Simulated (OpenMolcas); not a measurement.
# Ag⁴⁺ among point charges: CASSCF and CASPT2 levels and susceptibility

How does a field of 6 point charges split the states of Ag⁴⁺, and what χT follows?

Method: state-averaged CASSCF and CASPT2, spin-orbit coupling by RASSI with atomic mean-field integrals. Code: OpenMolcas 26.06.

## (1) The system

- Species: Ag⁴⁺ (silver, Z = 47, 43 electrons)
- Basis: ANO-RCC-VDZP [6s5p3d1f], 43 functions
- Scalar Hamiltonian: DKH2, point nucleus
- Inactive shells: 1s 2s 2p 3s 3p 3d 4s 4p
- Active space: 7 electrons in 5 orbitals (4d)
- Some configurations of this space: 4d7
- Orbitals: optimised for each spin and parity, averaged over all roots

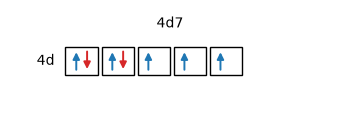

Outer shells as boxes.

The ion sits among 6 point charges of -1.7 e arranged as an octahedron (Oh), 2.14 Å from the ion.

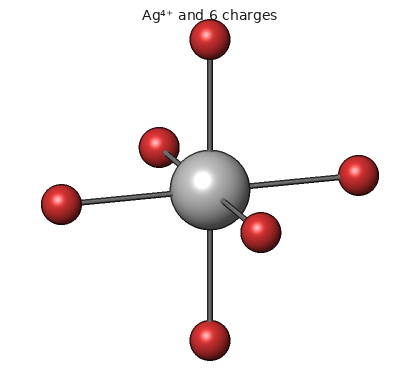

The ion and the point charges (red).

Each step is its own input file, run in one work folder so that later steps find the files of earlier ones. Labels, J, g values, rates, χT and fits are worked out afterwards by a script from the matrices that RASSI stores. The input lists half of the charges; inversion (Group=XYZ) makes the rest.

## (2) GATEWAY and SEWARD: basis and integrals

Input file a.inp:

```
&GATEWAY
Coord
1

Ag 0.0 0.0 0.0
Basis=ANO-RCC-VDZP
Group=XYZ
NoMove
AngMom=0.0 0.0 0.0
AMFI
XField
3 Angstrom 0
2.140000 0.000000 0.000000 -1.700000
0.000000 2.140000 0.000000 -1.700000
0.000000 0.000000 2.140000 -1.700000
&SEWARD
```

Started as:

```sh
$ OMP_NUM_THREADS=1 MOLCAS_MEM=1689 MOLCAS_PROJECT=a pymolcas a.inp > a.log
```

The log of the run:

```text
Basis set label: AG.ANO-RCC...6S5P3D1F.

      Electronic valence basis set:
      ------------------
      Associated Effective Charge  47.000000 au
      Associated Actual Charge     47.000000 au
      Nuclear Model: Point charge

      Shell  nPrim  nBasis  Cartesian Spherical Contaminant
         s      21       6        X
         p      18       5        X
         d      13       3                 X
         f       6       1                 X
                  Relativistic Douglas-Kroll-Hess integrals:
                    - DKH order of Hamiltonian: 2
                    - DKH order of Properties : 0
                  Atomic mean-field integrals
```

## (3) CASSCF: quartets of even parity, 10 roots

Input file a.inp:

```
&RASSCF
FileOrb=start.orb
Symmetry=1
Spin=4
nActEl=7 0 0
Inactive=9 9
Ras2=5 0
CIRoot=10 10 1
SDav=10
CIMx=300
Iter=120 100
PrWF=0.3
OrbListing=Nothing
MaxOrb=0
>>> COPY $Project.JobIph JOB001
```

start.orb holds the contracted functions of the basis, ordered by shell, or the orbitals of the step before.

The log of the run (excerpt; [...] marks lines left out):

```text
[...]
      Number of active orbitals                  5
[...]
      Spin quantum number                      1.5
[...]
      Active orbitals                            5   0
[...]
      Number of CSFs                            10
      Number of root(s) required                10
[...]
      Convergence after  8 iterations
[...]
      Natural orbitals and occupation numbers for root  1
      sym 1:   1.053566   1.000000   1.053566   1.946434   1.946434
      Natural orbitals and occupation numbers for root  2
      sym 1:   1.032789   1.032789   1.967211   1.967211   1.000000
      Natural orbitals and occupation numbers for root  3
      sym 1:   1.905558   1.905558   1.094442   1.094442   1.000000
::    RASSCF root number  1 Total energy:  -5317.95960690
::    RASSCF root number  2 Total energy:  -5317.95960690
::    RASSCF root number  3 Total energy:  -5317.95960690
[...]
::    RASSCF root number  7 Total energy:  -5317.92907351
::    RASSCF root number  8 Total energy:  -5317.87531917
::    RASSCF root number  9 Total energy:  -5317.87531917
::    RASSCF root number 10 Total energy:  -5317.87531917
```

## (4) CASSCF: doublets of even parity, 40 roots

Input file a.inp:

```
&RASSCF
FileOrb=start.orb
Symmetry=1
Spin=2
nActEl=7 0 0
Inactive=9 9
Ras2=5 0
CIRoot=40 40 1
SDav=40
CIMx=300
Iter=120 100
PrWF=0.3
OrbListing=Nothing
MaxOrb=0
>>> COPY $Project.JobIph JOB002
```

The log of the run (excerpt; [...] marks lines left out):

```text
[...]
      Number of active orbitals                  5
[...]
      Spin quantum number                      0.5
[...]
      Active orbitals                            5   0
[...]
      Number of CSFs                            40
      Number of root(s) required                40
[...]
      Convergence after  7 iterations
[...]
      Natural orbitals and occupation numbers for root  1
      sym 1:   1.070324   0.346053   1.878118   1.827428   1.878076
      Natural orbitals and occupation numbers for root  2
      sym 1:   0.346053   1.070324   1.844297   1.894987   1.844339
      Natural orbitals and occupation numbers for root  3
      sym 1:   1.469516   0.885162   1.656143   1.319603   1.669576
::    RASSCF root number  1 Total energy:  -5317.88392911
::    RASSCF root number  2 Total energy:  -5317.88392911
::    RASSCF root number  3 Total energy:  -5317.87519531
[...]
::    RASSCF root number 27 Total energy:  -5317.83076329
::    RASSCF root number 28 Total energy:  -5317.83076329
::    RASSCF root number 29 Total energy:  -5317.77335828
::    RASSCF root number 30 Total energy:  -5317.77335828
```

## (5) State interaction with spin-orbit coupling

Input file a.inp:

```
&RASSI
NrOfJobIphs=2 10 40
1 2 3 4 5 6 7 8 9 10
1 2 3 4 5 6 7 8 9 10 11 12 13 14 15 16 17 18 19 20 21 22 23 24 25 26 27
28 29 30 31 32 33 34 35 36 37 38 39 40
IphNames
JOB001
JOB002
EJob
SpinOrbit
DIPRint=1.0
SOCoupling=1000.0
Subsets=2
Property=9
'ANGMOM' 1 'ANGMOM' 2 'ANGMOM' 3 'MLTPL  1' 1 'MLTPL  1' 2 'MLTPL  1' 3
'AMFI' 1 'AMFI' 2 'AMFI' 3
SOProperty=3
'ANGMOM' 1 'ANGMOM' 2 'ANGMOM' 3
```

Started as:

```sh
$ OMP_NUM_THREADS=1 MOLCAS_MEM=1689 MOLCAS_PROJECT=a pymolcas a.inp > a.log
```

The log of the run:

```text
SPIN-FREE ENERGIES:
  (Shifted by EMIN (a.u.) =      -5317.9596068993)

 SF State       Relative EMIN(au)   Rel lowest level(eV)    D:o, cm**(-1)      L_eff

     1             0.0000000000        0.0000000000              0.0000         3.0
     2             0.0000000000        0.0000000000              0.0000         3.0
     3             0.0000000000        0.0000000000              0.0000         3.0
     4             0.0138372925        0.3765319121           3036.9347         3.0
     5             0.0138372925        0.3765319121           3036.9347         3.0
     6             0.0138372925        0.3765319121           3036.9347         3.0
     7             0.0305333881        0.8308558181           6701.3041         3.0
    11             0.0756777923        2.0592976363          16609.3556         4.0
    12             0.0756777923        2.0592976363          16609.3556         4.0
    10             0.0842877342        2.2935860906          18499.0194         1.0
     8             0.0842877342        2.2935860906          18499.0194         1.0
     9             0.0842877342        2.2935860906          18499.0194         1.0
    13             0.0844115868        2.2969562933          18526.2019         4.0
    14             0.0844115868        2.2969562933          18526.2019         4.0
    15             0.0844115868        2.2969562933          18526.2019         4.0
    16             0.0846754071        2.3041352070          18584.1037         4.2
    17             0.0846754071        2.3041352070          18584.1037         4.2
    18             0.0846754071        2.3041352070          18584.1037         4.2
    19             0.0918914695        2.5004942703          20167.8464         4.0
    20             0.1068205787        2.9067360270          23444.4071         2.8
    21             0.1068205787        2.9067360270          23444.4071         2.8
    22             0.1068205787        2.9067360270          23444.4071         2.8
    23             0.1120975391        3.0503294336          24602.5661         4.9
    24             0.1120975391        3.0503294336          24602.5661         4.9
    25             0.1120975391        3.0503294336          24602.5661         4.9
    26             0.1127441442        3.0679244554          24744.4795         4.6
    27             0.1127441442        3.0679244554          24744.4795         4.6
    28             0.1127441442        3.0679244554          24744.4795         4.6
    29             0.1176815059        3.2022769114          25828.1051         4.8
    30             0.1176815059        3.2022769114          25828.1051         4.8
    31             0.1257688516        3.4223447975          27603.0723         4.1
    32             0.1257688516        3.4223447975          27603.0723         4.1
    33             0.1257688516        3.4223447975          27603.0723         4.1
    34             0.1271944031        3.4611360322          27915.9447         2.4
    35             0.1271944031        3.4611360322          27915.9447         2.4
    36             0.1288436089        3.5060132077          28277.9036         2.8
    37             0.1288436089        3.5060132077          28277.9036         2.8
    38             0.1288436089        3.5060132077          28277.9036         2.8
    39             0.1862486182        5.0680830868          40876.8468         3.0
    40             0.1862486182        5.0680830868          40876.8468         3.0
Eigenvalues of complex Hamiltonian:
   -----------------------------------
  (Shifted by EMIN (a.u.) =      -5317.9596068993)

 SO State       Relative EMIN(au)   Rel lowest level(eV)    D:o, cm**(-1)     J-value

     1            -0.0163348004        0.0000000000              0.0000         3.6
     2            -0.0163348004        0.0000000000              0.0000         3.6
     3            -0.0130795054        0.0885810884            714.4547         2.9
     4            -0.0130795054        0.0885810884            714.4547         3.6
     5            -0.0130795054        0.0885810884            714.4547         3.9
     6            -0.0130795054        0.0885810884            714.4547         3.6
     7            -0.0065530406        0.2661752433           2146.8481         3.6
     8            -0.0065530406        0.2661752433           2146.8481         3.1
     9            -0.0065530406        0.2661752433           2146.8481         3.1
    10            -0.0065530406        0.2661752433           2146.8481         3.6
    11             0.0039946915        0.5531936544           4461.8077         2.6
    12             0.0039946915        0.5531936544           4461.8077         2.6
    13             0.0105355604        0.7311797646           5897.3625         2.9
    14             0.0105355604        0.7311797646           5897.3625         2.5
    15             0.0105355604        0.7311797646           5897.3625         3.1
    16             0.0105355604        0.7311797646           5897.3625         2.7
    17             0.0116093613        0.7603993770           6133.0346         2.8
    18             0.0116093613        0.7603993770           6133.0346         2.8
    19             0.0185101012        0.9481780752           7647.5719         2.2
    20             0.0185101012        0.9481780752           7647.5719         2.2
    21             0.0191371628        0.9652412896           7785.1960         2.1
    22             0.0191371628        0.9652412896           7785.1960         1.6
    23             0.0191371628        0.9652412896           7785.1960         2.0
    24             0.0191371628        0.9652412896           7785.1960         1.7
    25             0.0355634064        1.4122221511          11390.3398         2.0
    26             0.0355634064        1.4122221511          11390.3398         1.6
    27             0.0355634064        1.4122221511          11390.3398         1.6
    28             0.0355634064        1.4122221511          11390.3398         2.0
    29             0.0687132511        2.3142753779          18665.8897         3.5
    30             0.0687132511        2.3142753779          18665.8897         3.3
    31             0.0687132511        2.3142753779          18665.8897         3.3
    32             0.0687132511        2.3142753779          18665.8897         3.5
    33             0.0734757348        2.4438691625          19711.1341         1.7
    34             0.0734757348        2.4438691625          19711.1341         1.8
    35             0.0734757348        2.4438691625          19711.1341         1.8
    36             0.0734757348        2.4438691625          19711.1341         1.7
    37             0.0760843638        2.5148535714          20283.6620         3.6
    38             0.0760843638        2.5148535714          20283.6620         3.5
    39             0.0760843638        2.5148535714          20283.6620         3.0
    40             0.0760843638        2.5148535714          20283.6620         3.1
    41             0.0765245368        2.5268312912          20380.2688         2.0
Weights of the five most important spin-orbit-free states for each spin-orbit state.

 SO State  Total energy (au)           Spin-free states, spin, and weights
 -------------------------------------------------------------------------------------------------------
    1        -0.016335       1 1.5  0.3074    2 1.5  0.3074    3 1.5  0.3074    5 1.5  0.0176    4 1.5  0.0176
    2        -0.016335       1 1.5  0.3074    2 1.5  0.3074    3 1.5  0.3074    5 1.5  0.0176    6 1.5  0.0176
    3        -0.013080       3 1.5  0.3223    2 1.5  0.2928    1 1.5  0.1273    4 1.5  0.1002    6 1.5  0.0894
    4        -0.013080       2 1.5  0.3206    3 1.5  0.2911    1 1.5  0.1308    5 1.5  0.0828    4 1.5  0.0765
    5        -0.013080       1 1.5  0.3749    3 1.5  0.2148    2 1.5  0.1527    5 1.5  0.1027    6 1.5  0.0750
    6        -0.013080       1 1.5  0.3569    2 1.5  0.2238    3 1.5  0.1617    5 1.5  0.0800    4 1.5  0.0769
    7        -0.006553       3 1.5  0.1884    2 1.5  0.1799    1 1.5  0.1714    4 1.5  0.1539    6 1.5  0.1096
    8        -0.006553       1 1.5  0.1886    2 1.5  0.1806    3 1.5  0.1705    5 1.5  0.1388    6 1.5  0.1372
    9        -0.006553       1 1.5  0.1885    2 1.5  0.1780    3 1.5  0.1732    6 1.5  0.1299    5 1.5  0.1293
   10        -0.006553       3 1.5  0.1875    2 1.5  0.1812    1 1.5  0.1711    4 1.5  0.1327    6 1.5  0.1205
   11         0.003995       1 1.5  0.2831    2 1.5  0.2831    3 1.5  0.2831    5 1.5  0.0472    6 1.5  0.0472
   12         0.003995       1 1.5  0.2831    2 1.5  0.2831    3 1.5  0.2831    5 1.5  0.0472    6 1.5  0.0472
```

These steps took 11 s in all on 1 thread of Arm Neoverse V1, shared host.

Spin-free states, with their symmetry labels:

| state | degeneracy | E (cm-1) | free-ion L (%) |
| --- | --- | --- | --- |
| 4T1 | 3 | 0 | F (99) |
| 4T2 | 3 | 3037 | F (100) |
| 4A2 | 1 | 6701 | F (100) |
| 2E | 2 | 16609 | G (70) |
| 4T1 | 3 | 18499 | P (99) |
| 2T2 | 3 | 18526 | G (94) |
| 2T1 | 3 | 18584 | G (83) |
| 2A1 | 1 | 20168 | G (100) |
| 2T1 | 3 | 23444 | P (68) |
| 2T1 | 3 | 24603 | H (89) |
| 2T2 | 3 | 24744 | H (80) |
| 2E | 2 | 25828 | H (81) |
| 2T1 | 3 | 27603 | H (64) |
| 2E | 2 | 27916 | D (85) |
| 2T2 | 3 | 28278 | D (80) |
| 2T2 | 3 | 40877 | F (99) |
| 2T1 | 3 | 40908 | F (98) |
| 2A2 | 1 | 41569 | F (100) |
| 2E | 2 | 63682 | D (100) |
| 2T2 | 3 | 63701 | D (99) |

With spin-orbit coupling:

```
E (cm-1)  Degeneracy  Label  2S+1               g
     0.0           2     Γ6     4  4.96 4.96 4.96
   714.5           4     Γ8     4                
    2147           4     Γ8     4                
    4462           2     Γ7     4  1.12 1.12 1.12
    5897           4     Γ8     4                
    6133           2     Γ6     4  2.97 2.97 2.97
    7648           2     Γ7     4  0.84 0.84 0.84
    7785           4     Γ8     4                
   11390           4     Γ8     4                
   18666           4     Γ8     2                
   19711           4     Γ8     4                
   20284           4     Γ8     2                
   20380           2     Γ7     4  2.59 2.59 2.59
   20678           4     Γ8     4                
   21695           2     Γ6     2  3.22 3.22 3.22
   22807           2     Γ6     4  2.46 2.46 2.46
   23270           4     Γ8     2                
   23692           2     Γ7     2  1.98 1.98 1.98
   24000           2     Γ6     2  1.89 1.89 1.89
   26773           4     Γ8     2                
   27359           4     Γ8     2                
   27408           2     Γ6     2  3.34 3.34 3.34
   27457           2     Γ7     2  3.18 3.18 3.18
   29204           4     Γ8     2
```

Principal g values are given for doublets only; a zero marks a field direction without first-order Zeeman splitting.

Powder χT (cm³ K/mol): 2.32 at 2 K, 2.33 at 5 K, 2.36 at 10 K, 2.42 at 20 K, 2.60 at 50 K, 2.89 at 100 K, 3.19 at 150 K, 3.46 at 200 K, 3.71 at 250 K, 3.93 at 300 K.

A ligand-field fit to the states below 45000 cm-1 gives 10Dq = 3506 cm-1, B = 1070 cm-1 and C = 4316 cm-1 (C/B = 4.04), with a deviation of 62 cm-1.

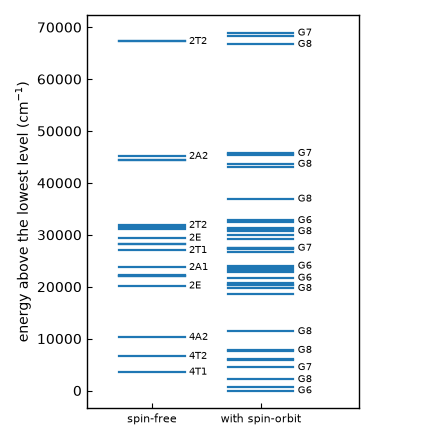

The states in the field without (left) and with (right) spin-orbit coupling.

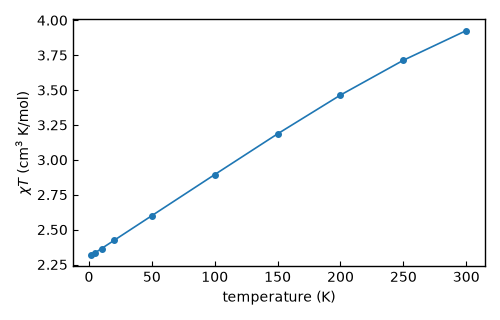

χT against temperature.

Orbitals of the lowest block (energies include the constant potential of the surroundings):

| shell | space | energy (hartree) | mean occupation | ⟨r²⟩ (bohr²) |
| --- | --- | --- | --- | --- |
| 1s | inactive | -941.5526 | 2.000 | 0.00127 |
| 2s | inactive | -141.4579 | 2.000 | 0.0213 |
| 2p | inactive | -126.6819 | 6.000 | 0.0169 |
| 3s | inactive | -26.9637 | 2.000 | 0.154 |
| 3p | inactive | -21.9724 | 6.000 | 0.155 |
| 3d | inactive | -14.0752 | 10.000 | 0.142 |
| 4s | inactive | -3.8185 | 2.000 | 0.943 |
| 4p | inactive | -2.2503 | 6.000 | 1.10 |
| 4d | RAS2 |  | 7.000 | 1.75 |

## (6) CASPT2: IPEA 0.25, imaginary shift 0.1 (closed shells correlated: 4s 4p)

Input file a.inp:

```
>>> COPY JOB001 $Project.JobIph
&CASPT2
Multistate=10 1 2 3 4 5 6 7 8 9 10
NoMult
Frozen=8 6
IPEA=0.25
Imaginary=0.1
MaxIter=60
WThr=0.0 0.3 0.05
PrWF=0.5
NoMix
>>> COPY JOB002 $Project.JobIph
&CASPT2
Multistate=40 1 2 3 4 5 6 7 8 9 10 11 12 13 14 15 16 17 18 19 20 21 22
23 24 25 26 27 28 29 30 31 32 33 34 35 36 37 38 39 40
NoMult
Frozen=8 6
IPEA=0.25
Imaginary=0.1
MaxIter=60
WThr=0.0 0.3 0.05
PrWF=0.5
NoMix
```

Started as:

```sh
$ OMP_NUM_THREADS=1 MOLCAS_MEM=1689 MOLCAS_PROJECT=a pymolcas a.inp > a.log
```

The log of the run (excerpt; [...] marks lines left out):

```text
[...]
      Active orbitals                            5   0
[...]
      E2 (Variational):          -0.2443877348
      Total energy:           -5318.2039946341
[...]
::    CASPT2 Root  1     Total energy:  -5318.20399463
::    CASPT2 Root  2     Total energy:  -5318.20380345
[...]
::    CASPT2 Root 27     Total energy:  -5318.08555303
::    CASPT2 Root 28     Total energy:  -5318.08555107
::    CASPT2 Root 29     Total energy:  -5318.03373128
::    CASPT2 Root 30     Total energy:  -5318.03375543
```

Time for this run: 3.3 s (1 thread of Arm Neoverse V1, shared host).

SS-CASPT2: lowest energy less the reference's lowest, -0.2444 hartree; reference weights 0.955 to 0.961.

States without spin-orbit coupling:

| state | degeneracy | E (cm-1) | free-ion L (%) |
| --- | --- | --- | --- |
| 4T1 | 3 | 0 | F (99) |
| 4T2 | 3 | 3183 | F (100) |
| 4A2 | 1 | 7228 | F (100) |
| 2E | 2 | 15716 | G (70) |
| 4T1 | 3 | 16777 | P (99) |
| 2T2 | 3 | 17154 | G (94) |
| 2T1 | 3 | 17270 | G (83) |
| 2A1 | 1 | 18699 | G (100) |
| 2T1 | 3 | 20345 | P (68) |
| 2T2 | 3 | 23327 | H (80) |
| 2T1 | 3 | 23515 | H (89) |
| 2E | 2 | 24802 | H (81) |
| 2E | 2 | 25453 | D (85) |
| 2T2 | 3 | 26007 | D (80) |
| 2T1 | 3 | 26162 | H (64) |
| 2T2 | 3 | 37369 | F (99) |
| 2T1 | 3 | 37407 | F (98) |
| 2A2 | 1 | 38036 | F (100) |
| 2T2 | 3 | 57919 | D (99) |
| 2E | 2 | 58058 | D (100) |

With spin-orbit coupling:

```csv
E (cm-1),Degeneracy,Label,2S+1,g
0,2,Γ6,4,4.95 4.95 4.95
740,4,Γ8,4,
2210,4,Γ8,4,
4490,2,Γ7,4,1.01 1.01 1.01
6050,4,Γ8,4,
6280,2,Γ6,4,2.97 2.97 2.97
7760,2,Γ7,4,0.95 0.95 0.95
7830,4,Γ8,4,
11730,4,Γ8,4,
17450,4,Γ8,2,
17800,4,Γ8,2,
18660,2,Γ7,4,2.59 2.59 2.59
18870,4,Γ8,4,
19190,4,Γ8,2,
20080,2,Γ6,2,3.10 3.10 3.10
21070,2,Γ6,4,2.62 2.62 2.62
22040,4,Γ8,2,
22340,2,Γ7,2,2.00 2.00 2.00
22630,2,Γ6,2,2.03 2.03 2.03
24570,4,Γ8,2,
26060,2,Γ7,2,3.22 3.22 3.22
26240,4,Γ8,2,
26300,2,Γ6,2,3.25 3.25 3.25
27200,2,Γ6,2,1.80 1.80 1.80
```

Powder χT (cm³ K/mol): 2.31 at 2 K, 2.33 at 5 K, 2.36 at 10 K, 2.41 at 20 K, 2.58 at 50 K, 2.87 at 100 K, 3.15 at 150 K, 3.42 at 200 K, 3.66 at 250 K, 3.87 at 300 K.

A ligand-field fit to the states below 45000 cm-1 gives 10Dq = 3573 cm-1, B = 950 cm-1 and C = 4033 cm-1 (C/B = 4.24), with a deviation of 439 cm-1.

## (7) The methods side by side

A. CASSCF
B. SS-CASPT2, IPEA 0.25, imaginary shift 0.1 (closed shells correlated: 4s 4p)

| method | ground state | first state of that spin (cm-1) | first gap with spin-orbit (cm-1) | χT at 300 K |
| --- | --- | --- | --- | --- |
| A | 4T1 | 4T2 3037 | 714.5 | 3.93 |
| B | 4T1 | 4T2 3183 | 741.6 | 3.87 |

## (8) Summary of results

| quantity | value |
| --- | --- |
| method | SS-CASPT2, IPEA 0.25, imaginary shift 0.1 (closed shells correlated: 4s 4p) |
| spin-free ground state | 4T1, 3-fold in its orbital part |
| first state of the same spin within the active space | 4T2 at 3180 cm⁻¹ |
| lowest level | 2-fold Γ6, g = 4.95, 4.95, 4.95 |
| next level | 741.6 cm⁻¹ |
| χT at 300 K | 3.87 cm³ K/mol |
| effective moment at 300 K | 5.56 μB |

Cost by method:

| method | time of its own steps | time with the reference |
| --- | --- | --- |
| A. CASSCF | 11 s | 11 s |
| B. SS-CASPT2, IPEA 0.25, imaginary shift 0.1, +4s 4p | 3.3 s | 14 s |

Times are of one thread on a shared host.

In words: The spin-free ground state (4T1) comes to 99 % from free-ion F terms and keeps the highest spin of the shell. χT at 300 K is 3.87, against 1.88 cm³ K/mol for the spin alone, so orbital moment adds to it. An active space of the d shell alone favours high spin; real ions in strong fields can be low spin. A ligand-field fit to the states below 45000 cm-1 gives 10Dq = 3573 cm-1, B = 950 cm-1 and C = 4033 cm-1 (C/B = 4.24), with a deviation of 439 cm-1. CASPT2 does not keep the components of a term degenerate, and the means are used. The field of point charges can differ much from that of real complexes. With metal d orbitals alone active, the gaps between spin states are rough; where two lie within a few thousand cm-1, their order is open. This is an electrostatic model: the charges have no orbitals.
